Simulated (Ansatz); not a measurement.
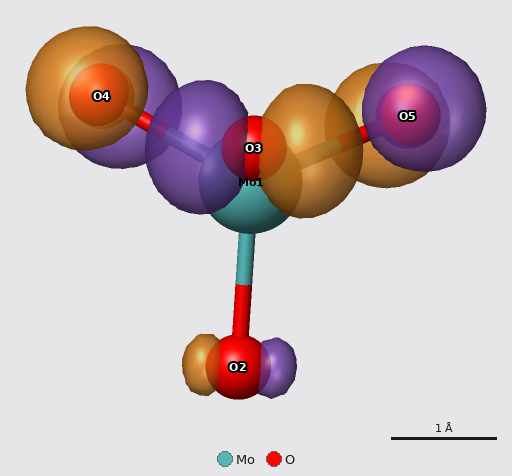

MoO4 (charge −2). The HOMO at ±0.2 Å⁻³ᐟ² (orange and purple are the two phases), seen across its widest extent.

Geometry: PBE-D4/def2-SVPD; core potentials replace the inner electrons of Mo; the highest occupied orbital lies above zero, a sign that basis and functional describe the outermost electron poorly.

Level of theory: RKS PBE0-D4/def2-TZVPD (Ansatz).

Input file:

```
crystal:
  periodic: [false, false, false]
  atoms:
    - {symbol: Mo, position_ang: [-0.000032, -0.000001, 0.000010]}
    - {symbol: O, position_ang: [0.011078, -0.018806, 1.794679]}
    - {symbol: O, position_ang: [1.688403, 0.010940, -0.608615]}
    - {symbol: O, position_ang: [-0.853685, 1.469323, -0.577661]}
    - {symbol: O, position_ang: [-0.845764, -1.461466, -0.608423]}
basis:
  gaussian: {orbitals: def2-TZVPD, initial_orbitals: start.molden}
total_charge: -2
hamiltonian: {xc: pbe0, dispersion: d4}
scf: {omitted_lower_state_checks: [starts]}
output: {orbitals: {seedname: orbitals}}
```

Run with:

```sh
ansatz run in.yaml --threads 4 --pin off --events-out ev --progress --plain --max-ram 3916MiB
```

Question: Describe this orbital and give its energy.

Answer: By Hirshfeld shares it lies mainly on O3 (about 30 %), O4 (about 30 %) and O5 (about 30 %); largely a combination of lone pairs on O3, O4 and O5. It is one of a degenerate set, so its orientation is arbitrary. Its energy is 2.34 eV.
